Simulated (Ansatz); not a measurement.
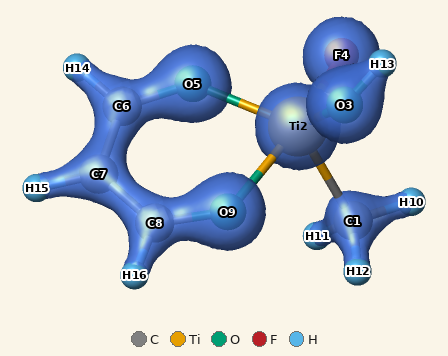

C4H7FO3Ti (SMILES [CH3][Ti-]1([OH])([F])[O]C=CC=[O+]1). Isosurface of the electron density at 1.5 e/Å³ (blue), seen across its widest extent.

Geometry: PBE0-D4/def2-TZVP.

These are results of RKS PBE0-D4/def2-TZVPP in Ansatz 0.2.0, not measurements.

Input file:

```
crystal:
  periodic: [false, false, false]
  atoms:
    - {symbol: C, position_ang: [1.282920, -1.444992, -1.302534]}
    - {symbol: Ti, position_ang: [1.126350, 0.215568, -0.078318]}
    - {symbol: O, position_ang: [2.154801, 0.015426, 1.374998]}
    - {symbol: F, position_ang: [2.158335, 1.221407, -1.116862]}
    - {symbol: O, position_ang: [-0.286027, 1.612671, -0.257977]}
    - {symbol: C, position_ang: [-1.516595, 1.671822, 0.038850]}
    - {symbol: C, position_ang: [-2.253936, 0.660398, 0.626541]}
    - {symbol: C, position_ang: [-1.636872, -0.539764, 0.973884]}
    - {symbol: O, position_ang: [-0.428602, -0.811307, 0.768942]}
    - {symbol: H, position_ang: [2.278031, -1.457132, -1.751708]}
    - {symbol: H, position_ang: [0.532145, -1.321939, -2.092058]}
    - {symbol: H, position_ang: [1.090889, -2.367084, -0.754182]}
    - {symbol: H, position_ang: [3.023952, 0.403986, 1.496922]}
    - {symbol: H, position_ang: [-2.012964, 2.619787, -0.195660]}
    - {symbol: H, position_ang: [-3.301602, 0.812525, 0.841866]}
    - {symbol: H, position_ang: [-2.233624, -1.313973, 1.471496]}
basis:
  gaussian: {orbitals: def2-TZVPP}
hamiltonian: {xc: pbe0, dispersion: d4}
output: {orbitals: {seedname: orbitals}}
```

Launched as:

```sh
ansatz run in.yaml --threads 4 --pin off --events-out ev --progress --plain --max-ram 66560MiB --backend cuda --devices 0, --max-vram 37GiB
```

> What does this surface tell about the bonding?

At this value the surface falls into five separate pieces. It bridges the sampled C–O (1.26 Å) and C–C (1.38 Å) contacts, where the density stays above the isovalue. It is pinched off along the sampled Ti–F (1.78 Å) and Ti–O (1.79 Å) contacts. On the grid the lowest density along these lines, outside the cores, is 2.5 e/Å³ (C–O, 1.26 Å), 2.2 e/Å³ (C–C, 1.38 Å), 1 e/Å³ (Ti–F, 1.78 Å) and 1.1 e/Å³ (Ti–O, 1.79 Å).
